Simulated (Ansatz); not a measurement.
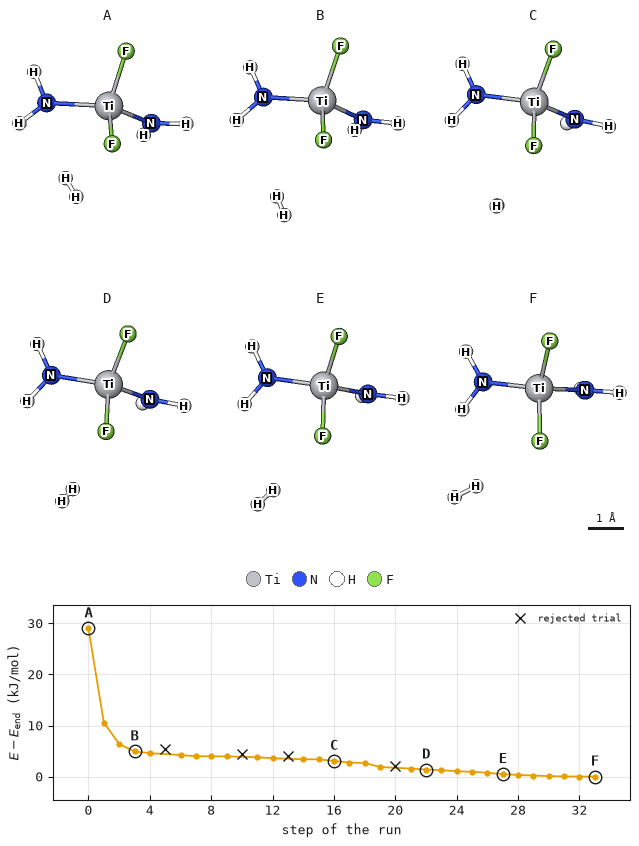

Frames of a relaxation of TiN$_{2}$H$_{6}$F$_{2}$, marked on the history of the run. Style: ball-and-stick. Shown at a tilt.

The run prepares an end point of a later path (reaction) calculation, from a guessed geometry.

Level of theory: RKS PBE-D4/def2-SVP (Ansatz 0.2.0). Settings: no spin polarisation; force threshold 0.03 eV/Å; at most 50 steps.

> Describe the path.

After 29 accepted moves (33 points after the start) the energy has fallen by 29.0 kJ/mol. The largest force component goes from 1.7 to 0.015 eV/Å. The line search rejected the trial steps at points 5, 10, 13, 20 of the run. The forces were under the threshold at step 14, but the run went on from there. An H atom moves most after the best rigid fit: 1.77 Å. By element the largest moves are H 1.77 Å, F 0.75 Å, N 0.54 Å, Ti 0.19 Å. Among the contacts that change: H–Ti 2.690 → 3.995 Å, H–Ti 2.902 → 3.382 Å, N–Ti 2.001 → 1.868 Å, H–H 0.723 → 0.771 Å. Among the angles between lasting bonds that change: Ti–N–H 119.5° → 125.8°, N–Ti–F 114.2° → 110.1°, F–Ti–F 107.0° → 110.9°. Cost: 43 s on 4 threads of Intel(R) Xeon(R) CPU @ 2.80GHz (Skylake/Cascade Lake) (shared host), peak memory 0.21 GiB. From step 0 to 3: H atoms move most (0.56 Å), energy −24.1 kJ/mol. From step 3 to 16: an H atom moves most (0.45 Å), energy −1.85 kJ/mol. From step 16 to 22: an H atom moves most (0.50 Å), energy −1.70 kJ/mol. From step 22 to 27: an H atom moves most (0.57 Å), energy −0.88 kJ/mol. From step 27 to 33: an H atom moves most (0.54 Å), energy −0.49 kJ/mol.
